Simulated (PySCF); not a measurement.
Consider C$_{6}$H$_{12}$O$_{2}$Si.

```yaml
atoms:
  - { symbol: C, position_ang: [-1.7034, -1.2262, 0.6329] }
  - { symbol: C, position_ang: [-1.9990, -0.1543, -0.0890] }
  - { symbol: C, position_ang: [-3.2508, -0.0032, -0.9012] }
  - { symbol: O, position_ang: [-1.2179, 0.9692, -0.2070] }
  - { symbol: C, position_ang: [0.0045, 0.9893, 0.4709] }
  - { symbol: Si, position_ang: [1.4057, 1.9794, -0.3291] }
  - { symbol: C, position_ang: [1.1189, 0.1120, -0.1027] }
  - { symbol: O, position_ang: [1.8449, -0.6046, 0.8540] }
  - { symbol: C, position_ang: [3.1059, -1.0093, 0.3894] }
  - { symbol: H, position_ang: [-2.3823, -2.0578, 0.6693] }
  - { symbol: H, position_ang: [-0.7932, -1.3218, 1.1955] }
  - { symbol: H, position_ang: [-3.9275, -0.8314, -0.7181] }
  - { symbol: H, position_ang: [-3.7429, 0.9333, -0.6460] }
  - { symbol: H, position_ang: [-3.0010, 0.0300, -1.9608] }
  - { symbol: H, position_ang: [-0.0964, 0.9286, 1.5532] }
  - { symbol: H, position_ang: [2.3429, 2.6070, 0.5804] }
  - { symbol: H, position_ang: [1.1431, 2.5288, -1.6421] }
  - { symbol: H, position_ang: [0.8245, -0.4961, -0.9611] }
  - { symbol: H, position_ang: [3.0152, -1.6741, -0.4786] }
  - { symbol: H, position_ang: [3.5878, -1.5422, 1.2068] }
  - { symbol: H, position_ang: [3.7120, -0.1397, 0.1017] }
```

Geometry: GFN2-xTB.

Computed with PBE0/pcSseg-1, SCF density, gas phase, non-relativistic in PySCF 2.14.0.

Question: What can the converged electron density and electron localisation function tell about the bonding?

Answer: C–C (1.33 Å): ρ is about 2.3 e/Å³ halfway; the ELF peaks at about 0.90 between the atoms: a multiple bond.
C–O (1.37 Å): ρ at the midpoint is about 2.2 e/Å³, with its minimum of 1.9 e/Å³ about 0.5 Å from C; the ELF peaks at about 0.90 between the atoms (a shared but strongly polarised pair).
C–H (1.07 Å): ρ at the midpoint is about 2 e/Å³; the ELF climbs to about 1 towards the hydrogen, as it does in any bond to H: an ordinary covalent bond to hydrogen.
C–C (1.50 Å): ρ is about 1.7 e/Å³ halfway; the ELF peaks at about 0.95 between the atoms; localised, covalent bonding.

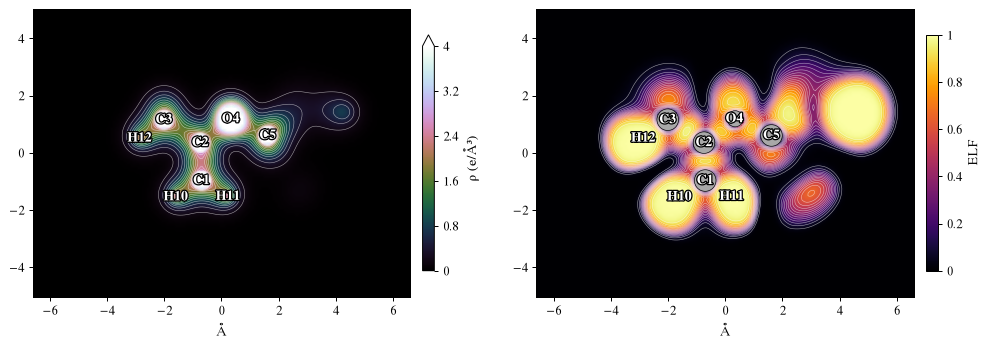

Computed electron density and electron localisation function on the plane of atoms C2, O4 and C5, in this order. Grey discs cover the atomic cores in the ELF map. 
